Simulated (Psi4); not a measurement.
AlNH₆: property calculation

AlNH₆ (Al(NH3)H3), computed with HF/3-21G, RHF (Psi4 1.11).

A bond length was changed on purpose from its optimised value.

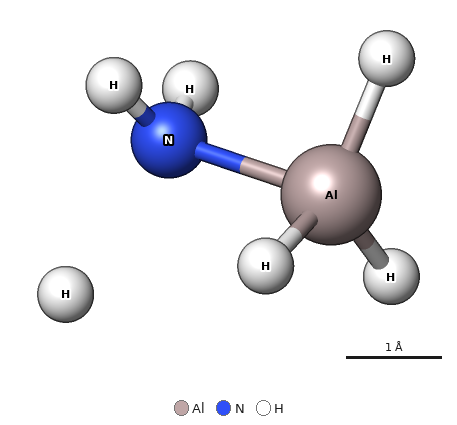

Fig. 1: The input geometry (ball-and-stick view, seen at a tilt). Sticks mark near contacts.

**Summary**

```csv
quantity,value
outcome,converged
total energy,−298.013756 hartree
basis functions,34
HOMO,−10.24 eV
LUMO,−1.09 eV
dipole moment,5.89 D
hardware,"1 thread of AMD EPYC (Zen 3), 176 GiB of memory available, shared host"
wall time,2.9 s
peak memory,0.18 GiB
```

**Input (job.inp)**
```
memory 1600 mb

molecule {
  0 1
  Al
  N 1 2.052872
  H 2 1.017478 1 110.88426
  H 2 1.017841 3 108.19583 1 121.09503
  H 2 2.0355 3 108.31832 4 117.12181
  H 1 1.570433 2 97.66437 3 178.77758
  H 1 1.570243 6 118.14729 2 103.02203
  H 1 1.570536 7 118.23154 6 -153.69015
  symmetry c1
}

set {
  reference rhf
  scf_type pk
}

energy_value, wavefunction = energy("scf/3-21G", return_wfn=True)
oeprop(wavefunction, "QUADRUPOLE", "DIPOLE", title="SCF")
print_variables()
```

Run as:
```bash
psi4 -n 1 job.inp job.out
```

**What the program printed**
```
Psi4 1.11 release

   => Loading Basis Set <=

    Name: 3-21G
    Role: ORBITAL
    Keyword: BASIS

         ---------------------------------------------------------
                                   SCF
                              RHF Reference
                        1 Threads,   1525 MiB Core
         ---------------------------------------------------------

  ==> Geometry <==

    Molecular point group: c1
    Full point group: C1

    Geometry (in Angstrom), charge = 0, multiplicity = 1:

       Center              X                  Y                   Z               Mass
    ------------   -----------------  -----------------  -----------------  -----------------
         AL          -0.017402327735    -0.010425048786    -0.760393602426    26.981538530000
         N           -0.017402327735    -0.010425048786     1.292478397574    14.003074004430
         H           -0.017402327735    -0.961057227123     1.655190324584     1.007825032230
         H           -0.845407658717     0.464552830586     1.645753767862     1.007825032230
         H            1.625187964775     0.950114399989     2.015334779092     1.007825032230
         H           -0.050606067386     1.545624000694    -0.969842103911     1.007825032230
         H           -1.349483080730    -0.814762575790    -0.970786304773     1.007825032230
         H            1.345401132424    -0.760522259103    -0.976505220232     1.007825032230

  Running in c1 symmetry.

  Rotational constants: A =      1.33143  B =      0.29792  C =      0.28484 [cm^-1]
  Rotational constants: A =  39915.29881  B =   8931.26813  C =   8539.18685 [MHz]
  Nuclear repulsion =   59.850097103139532

  Charge       = 0
  Multiplicity = 1
  Electrons    = 26
  Nalpha       = 13
  Nbeta        = 13

  ==> Algorithm <==

  SCF Algorithm Type is PK.
  DIIS enabled.
  MOM disabled.
  Fractional occupation disabled.
  Guess Type is SAD.
  Energy threshold   = 1.00e-06
  Density threshold  = 1.00e-06
  Integral threshold = 1.00e-12

  ==> Primary Basis <==

  Basis Set: 3-21G
    Blend: 3-21G
    Number of shells: 24
    Number of basis functions: 34
    Number of Cartesian functions: 34
    Spherical Harmonics?: false
    Max angular momentum: 1

  ==> Integral Setup <==

  Using in-core PK algorithm.
   Calculation information:
      Number of atoms:                   8
      Number of AO shells:              24
      Number of primitives:             42
      Number of atomic orbitals:        34
      Number of basis functions:        34

      Integral cutoff                 1.00e-12
      Number of threads:                 1

  Performing in-core PK
  Using 354620 doubles for integral storage.
  We computed 43386 shell quartets total.
  Whereas there are 45150 unique shell quartets.

  ==> DiskJK: Disk-Based J/K Matrices <==

    J tasked:                  Yes
    K tasked:                  Yes
    wK tasked:                  No
    Memory [MiB]:             1144
    Schwarz Cutoff:          1E-12

  Minimum eigenvalue in the overlap matrix is 4.3121922836E-02.
  Reciprocal condition number of the overlap matrix is 1.1185661714E-02.
    Using symmetric orthogonalization.

  ==> Pre-Iterations <==

  SCF Guess: Superposition of Atomic Densities via on-the-fly atomic UHF (no occupation information).

   -------------------------
    Irrep   Nso     Nmo
   -------------------------
     A         34      34
   -------------------------
    Total      34      34
   -------------------------

  ==> Iterations <==

                        Total Energy        Delta E     RMS |[F,P]|

   @RHF iter SAD:  -296.93104773471799   -2.96931e+02   0.00000e+00
   @RHF iter   1:  -297.89981212604783   -9.68764e-01   1.05383e-02 DIIS/ADIIS
   @RHF iter   2:  -297.96170776039457   -6.18956e-02   9.84269e-03 DIIS/ADIIS
   @RHF iter   3:  -298.01090940043906   -4.92016e-02   1.09264e-03 DIIS/ADIIS
   @RHF iter   4:  -298.01349450431525   -2.58510e-03   4.46577e-04 DIIS/ADIIS
   @RHF iter   5:  -298.01374435375391   -2.49849e-04   6.69731e-05 DIIS
   @RHF iter   6:  -298.01375494854483   -1.05948e-05   1.64973e-05 DIIS
   @RHF iter   7:  -298.01375601472574   -1.06618e-06   7.47078e-06 DIIS
   @RHF iter   8:  -298.01375629763578   -2.82910e-07   1.45347e-06 DIIS
   @RHF iter   9:  -298.01375630576069   -8.12491e-09   2.40871e-07 DIIS
  Energy and wave function converged.

  ==> Post-Iterations <==

    Orbital Energies [Eh]
    ---------------------

    Doubly Occupied:

       1A    -57.995162     2A    -15.590712     3A     -4.804199
       4A     -3.108252     5A     -3.108069     6A     -3.107440
       7A     -1.179547     8A     -0.707838     9A     -0.613081
      10A     -0.500370    11A     -0.450441    12A     -0.377965
      13A     -0.376321

    Virtual:

      14A     -0.040014    15A      0.141184    16A      0.209786
      17A      0.214891    18A      0.248630    19A      0.314754
      20A      0.354909    21A      0.392435    22A      0.439597
      23A      0.440844    24A      0.495169    25A      1.112052
      26A      1.141674    27A      1.231687    28A      1.379645
      29A      1.404416    30A      1.457984    31A      1.464339
      32A      1.538729    33A      1.548637    34A      2.458620

    Final Occupation by Irrep:
              A
    DOCC [    13 ]
    NA   [    13 ]
    NB   [    13 ]

  @RHF Final Energy:  -298.01375630576069

   => Energetics <=

    Nuclear Repulsion Energy =             59.8500971031395324
    One-Electron Energy =                -531.8889123046469649
    Two-Electron Energy =                 174.0250588957467244
    Total Energy =                       -298.0137563057606940

Computation Completed

Properties will be evaluated at   0.000000,   0.000000,   0.000000 [a0]

Properties computed using the SCF density matrix

 Multipole Moments:

 ------------------------------------------------------------------------------------
     Multipole            Electronic (a.u.)      Nuclear  (a.u.)        Total (a.u.)
 ------------------------------------------------------------------------------------

 L = 1.  Multiply by 2.5417464519 to convert [e a0] to [Debye]
 Dipole X            :         -0.5349918            0.6796275            0.1446357
 Dipole Y            :         -0.3210682            0.4071381            0.0860699
 Dipole Z            :         -0.6399579            2.9505753            2.3106174
 Magnitude           :                                                    2.3167391

 ------------------------------------------------------------------------------------

	total time  =          1 seconds =       0.02 minutes

Properties will be evaluated at   0.000000,   0.000000,   0.000000 [a0]

Properties computed using the SCF density matrix

 Multipole Moments:

 ------------------------------------------------------------------------------------
     Multipole            Electronic (a.u.)      Nuclear  (a.u.)        Total (a.u.)
 ------------------------------------------------------------------------------------

 L = 1.  Multiply by 2.5417464519 to convert [e a0] to [Debye]
 Dipole X            :         -0.5349918            0.6796275            0.1446357
 Dipole Y            :         -0.3210682            0.4071381            0.0860699
 Dipole Z            :         -0.6399579            2.9505753            2.3106174
 Magnitude           :                                                    2.3167391

 L = 2.  Multiply by 1.3450342976 to convert [e a0^2] to [Debye ang]
 Quadrupole XX       :        -42.9398820           24.9834533          -17.9564287
 Quadrupole XY       :         -3.0610443            4.1774811            1.1164368
 Quadrupole XZ       :         -5.6130082            6.8389045            1.2258963
 Quadrupole YY       :        -39.4695767           20.2676393          -19.2019373
 Quadrupole YZ       :         -3.3298857            4.0422397            0.7123539
 Quadrupole ZZ       :       -124.3939779          112.6899480          -11.7040298
 Traceless XX        :         25.9945968          -27.6635603           -1.6689634
 Traceless YY        :         29.4649022          -32.3793742           -2.9144720
 Traceless ZZ        :        -55.4594990           60.0429345            4.5834355

 ------------------------------------------------------------------------------------

  Variable Map:
  ----------------------------------------------------------------------------
  "CURRENT ENERGY"           =>    -298.013756305761
  "CURRENT REFERENCE ENERGY" =>    -298.013756305761
  "DD SOLVATION ENERGY"      =>       0.000000000000
  "HF KINETIC ENERGY"        =>     297.264481234872
  "HF POTENTIAL ENERGY"      =>    -595.278237540632
  "HF TOTAL ENERGY"          =>    -298.013756305761
  "HF VIRIAL RATIO"          =>       2.002520567098
  "NUCLEAR REPULSION ENERGY" =>      59.850097103140
  "ONE-ELECTRON ENERGY"      =>    -531.888912304647
  "PCM POLARIZATION ENERGY"  =>       0.000000000000
  "PE ENERGY"                =>       0.000000000000
  "SCF ITERATION ENERGY"     =>    -298.013756305761
  "SCF ITERATIONS"           =>       9.000000000000
  "SCF TOTAL ENERGY"         =>    -298.013756305761
  "TWO-ELECTRON ENERGY"      =>     174.025058895747

  Array Variable Map:
  ----------------------------------------------------------------------------
  "CURRENT DIPOLE"           =>       0.144635719534 ... 2.310617363627 1 by 3
  "SCF DIPOLE"               =>       0.144635719534 ... 2.310617363627 1 by 3
  "SCF QUADRUPOLE"           =>     -17.956428741168 ... -11.704029815266 1 by 6
  "SCF TOTAL ENERGIES"       =>    -296.931047734718 ... -298.013756305761 1 by 10

    Psi4 run time: 0:00:01.15
```

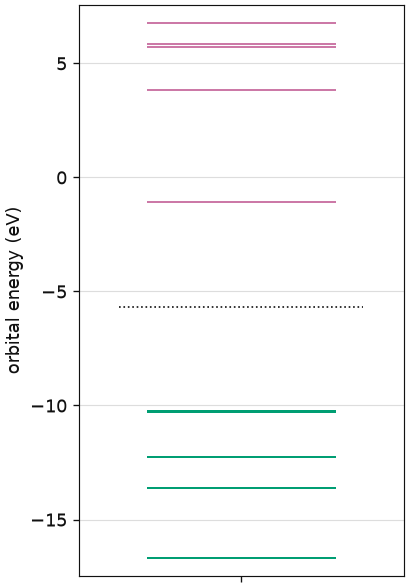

Fig. 2: Orbital energies near the frontier; the dotted line parts filled from empty levels, and levels within 0.02 eV of each other stand side by side. Highest filled −10.24 eV, lowest empty −1.09 eV, 9.15 eV apart.
